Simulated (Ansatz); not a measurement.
# [BCl2]+ (SMILES Cl[B+]Cl): levels of theory compared

We compute a comparison of 6 runs (BHLYP/STO-3G, UB3LYP/STO-3G, r2SCAN/STO-3G, MP2/STO-3G, CCSDT(Q)/STO-3G, CCSDTQ/STO-3G) of [BCl2]+. 

The calculation is run with Ansatz 0.2.0.

6 further runs of the same task are left out: 6 that didn't finish.

### 1 The system as given

The species is [BCl2]+ (3 atoms), meant as a singlet with charge +1. SMILES: `Cl[B+]Cl`. The B2–Cl1 distance was set to 2.358 Å, away from the relaxed value.

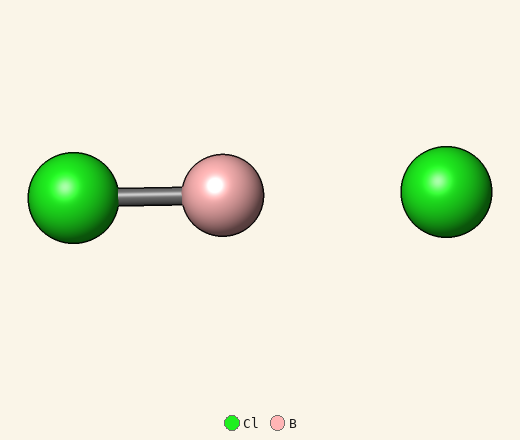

The structure, seen from a chosen angle (chlorine green, boron pink).

### 2 A single-point energy at BHLYP/STO-3G (run 1)

Input file run.yaml:

```yaml
basis:
  gaussian: {orbitals: STO-3G}
crystal:
  periodic: [false, false, false]
  atoms:
    - {symbol: Cl, position_ang: [-1.857967, 1.149056, -0.887238]}
    - {symbol: B, position_ang: [0.000740, 0.001360, 0.000550]}
    - {symbol: Cl, position_ang: [1.237640, -0.767840, 0.590740]}
hamiltonian: {xc: {name: BHLYP}}
total_charge: 1
accuracy: high
```

Run with:

```bash
ansatz run run.yaml --threads 1 --pin off --max-ram 2610MiB --events-out events.jsonl --progress --plain --runs-dir runs
```

What it wrote:

```text
Warning: RAYON_NUM_THREADS=1 ignored (pool sized by the plan → 1); use --threads N
Functional definition: BHLYP
  name "BHLYP"
  parameter a = 0.5
  exchange = (1 - a)*b88_x + a*exact_x
  correlation = lyp_c
387 factors; integrals over basis functions are off by at most 2.1e-8 eV
mean field evaluation 1: about -25422.5582 eV, gradient 3.4e1 eV
mean field evaluation 2: about -25290.7445 eV, gradient 1.5e2 eV
mean field evaluation 4: about -25429.9302 eV, gradient 1.9e0 eV
mean field evaluation 8: about -25429.9601 eV, gradient 1.7e-1 eV
mean field evaluation 16: about -25429.9603 eV, gradient 2.8e-6 eV
mean field -25429.96034320 eV, -934.5338055663 hartree, gradient 6.2e-8 eV, S^2 0.000000; 0 other end points of the search recorded, 0 dependent functions left out
reference -25429.96036074 eV, -934.5338062111 hartree; 19, 19 occupied and 4, 4 virtual orbitals, 387 factors
Total energy: -25429.96036074 eV, -934.5338062111 hartree
```

Run time: 0.72 s. Hardware: 1 thread of Arm Neoverse V2, shared host; peak memory 0.091 GiB.

### 3 A single-point energy at UB3LYP/STO-3G (run 2)

Input file molecule.yaml:

```yaml
crystal:
  periodic: [false, false, false]
  atoms:
    - symbol: Cl
      position_ang: [-1.857967, 1.149056, -0.887238]
    - symbol: B
      position_ang: [0.000740, 0.001360, 0.000550]
    - symbol: Cl
      position_ang: [1.237640, -0.767840, 0.590740]
basis:
  gaussian:
    orbitals: STO-3G
total_charge: 1
magnetization:
  spin_polarized: true
  initial_magnetization: 0
hamiltonian:
  xc: {name: B3LYP}
accuracy: high
```

Run with:

```bash
ansatz run molecule.yaml --threads 1 --pin off --max-ram 2610MiB --events-out events.jsonl --progress --plain --runs-dir runs
```

What it wrote:

```text
Warning: RAYON_NUM_THREADS=1 ignored (pool sized by the plan → 1); use --threads N
Functional definition: B3LYP
  name "B3LYP"
  parameter a0 = 0.2
  parameter ax = 0.72
  parameter ac = 0.81
  exchange = (1 - a0 - ax)*slater_x + ax*b88_x + a0*exact_x
  correlation = (1 - ac)*vwn_rpa_c + ac*lyp_c
387 factors; integrals over basis functions are off by at most 2.1e-8 eV
mean field evaluation 1: about -25421.9013 eV, gradient 2.4e1 eV
mean field evaluation 2: about -25249.7146 eV, gradient 8.2e1 eV
mean field evaluation 4: about -25427.3212 eV, gradient 1.3e1 eV
mean field evaluation 8: about -25429.3001 eV, gradient 3.6e-1 eV
mean field evaluation 16: about -25429.2655 eV, gradient 8.2e-6 eV
mean field -25429.26551389 eV, -934.5082710604 hartree, gradient 8.5e-8 eV, S^2 0.000000; 1 other end points of the search recorded, 0 dependent functions left out
reference -25429.26553958 eV, -934.5082720041 hartree; 19, 19 occupied and 4, 4 virtual orbitals, 387 factors
Total energy: -25429.26553958 eV, -934.5082720041 hartree
```

Wall time 1.4 s (1 thread of Arm Neoverse V2, shared host); peak memory 0.12 GiB.

Runs 3 to 5 aren't shown in full; the table further down has their settings and results.

### 4 A single-point energy at CCSDTQ/STO-3G (run 6)

Input file run.yaml:

```yaml
crystal:
  periodic: [false, false, false]
  atoms:
    - {symbol: Cl, position_ang: [-1.857967, 1.149056, -0.887238]}
    - {symbol: B, position_ang: [0.000740, 0.001360, 0.000550]}
    - {symbol: Cl, position_ang: [1.237640, -0.767840, 0.590740]}
basis:
  gaussian:
    orbitals: STO-3G
total_charge: 1
magnetization:
  spin_polarized: false
  initial_magnetization: 0
correlation:
  method: ccsdtq
  frozen_orbitals: {B: 1, Cl: 5}
accuracy: high
scf:
  omitted_lower_state_checks: [cluster_reference, increment]
```

Run with:

```bash
ansatz run run.yaml --threads 1 --pin off --max-ram 2610MiB --events-out events.jsonl --progress --plain --runs-dir runs
```

What it wrote:

```text
Warning: RAYON_NUM_THREADS=1 ignored (pool sized by the plan → 1); use --threads N
[... 12 lines left out ...]
11 core orbitals not correlated: weight in the atoms' cores, before any rotation towards them, 1.000 or more for the frozen orbitals, at most 0.000 for the correlated occupied ones
[... 40 lines left out ...]
Total energy: -25395.12413322 eV, -933.2535984624 hartree
Checks for a lower state left out: cluster_reference, increment
```

Wall time 8.4 s (1 thread of Arm Neoverse V2, shared host); peak memory 0.38 GiB.

### 5 The series

| run | level | frozen core orbitals | energy (Eh) | wall time |
| --- | --- | --- | --- | --- |
| 1 | BHLYP/STO-3G | – | -934.533806 | 0.72 s |
| 2 | UB3LYP/STO-3G | – | -934.508272 | 1.4 s |
| 3 | r2SCAN/STO-3G | – | -934.488277 | 2.3 s |
| 4 | MP2/STO-3G | 11 | -933.222705 | 0.12 s |
| 5 | CCSDT(Q)/STO-3G | 11 | -933.253677 | 0.5 s |
| 6 | CCSDTQ/STO-3G | 11 | -933.253598 | 8.4 s |

### 6 What came out

| quantity | value |
| --- | --- |
| run 6: total energy | -933.25360 Eh |
| run 6: correlation energy (11 core orbitals frozen) | -113.5 mEh |
| run 6: T1 diagnostic | 0.024 |

In words: Totals of different functionals can't be ranked against each other. In runs 4, 5, 6 the log says that unrestricted orbitals would lower the reference, so the values rest on an unstable closed-shell determinant (other closed-shell runs at this shape may share the fault). In runs 1, 2, 3, 4, 5, 6 the basis is minimal, so the values are rough. All runs together took 14 s, the longest 8.4 s.
